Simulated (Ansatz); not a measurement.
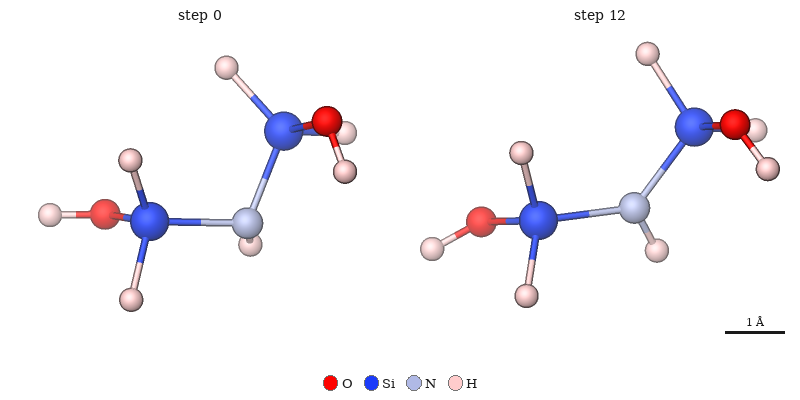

The structure of Si2NH7O2 (coarse preliminary run) before (left) and after (right) a relaxation, at one scale.

The picture is a ball-and-stick view, seen from a free direction.

The start comes from a force field.

The calculation used Ansatz 0.2.0, RKS PBE-D4/def2-SVP.

Input file:
```yaml
crystal:
  periodic: [false, false, false]
  atoms:
    - {symbol: O, position_ang: [-1.857500, -0.492500, -1.716100]}
    - {symbol: Si, position_ang: [-1.212400, -0.852400, -0.195200]}
    - {symbol: N, position_ang: [0.462400, -0.625900, -0.395300]}
    - {symbol: Si, position_ang: [0.923700, 0.942400, 0.179600]}
    - {symbol: O, position_ang: [1.293900, 0.692600, 1.751200]}
    - {symbol: H, position_ang: [-1.206400, -0.691200, -2.411400]}
    - {symbol: H, position_ang: [-1.362700, -2.313600, 0.057000]}
    - {symbol: H, position_ang: [-1.863400, -0.035500, 0.862600]}
    - {symbol: H, position_ang: [0.932000, -1.274600, 0.163700]}
    - {symbol: H, position_ang: [-0.086500, 1.923800, -0.003400]}
    - {symbol: H, position_ang: [2.182700, 1.324900, -0.567600]}
    - {symbol: H, position_ang: [1.612000, 1.456800, 2.214200]}
basis:
  gaussian: {orbitals: def2-SVP}
hamiltonian: {xc: pbe, dispersion: d4}
relax: {f_tol: 0.03, max_steps: 200}
```

Command:
```bash
ansatz run in.yaml --threads 4 --pin off --events-out ev --progress --plain --max-ram 10444MiB
```

What changed between the two?

The largest move after the best rigid fit is that of H12, 0.66 Å. By element the largest moves are H 0.66 Å, O 0.43 Å, N 0.41 Å, Si 0.24 Å. Near-neighbour distances that change, for instance: Si2–Si4 2.815 → 3.133 Å, Si4–H10 1.420 → 1.503 Å, Si2–N3 1.702 → 1.753 Å, N3–H9 0.977 → 1.026 Å. Bond angles that change, for instance: Si2–N3–Si4 110.1° → 127.4°, O1–Si2–N3 104.0° → 114.3°, Si4–N3–H9 106.5° → 116.2°. Groups turn about Si4–O5 by about 25°, O1–Si2 by about 25°. The energy falls by 15.4 kcal/mol in 11 accepted moves (12 points after the start). The largest force component goes from 2.1 to 0.03 eV/Å. The line search rejected the trial step at point 8 of the run.
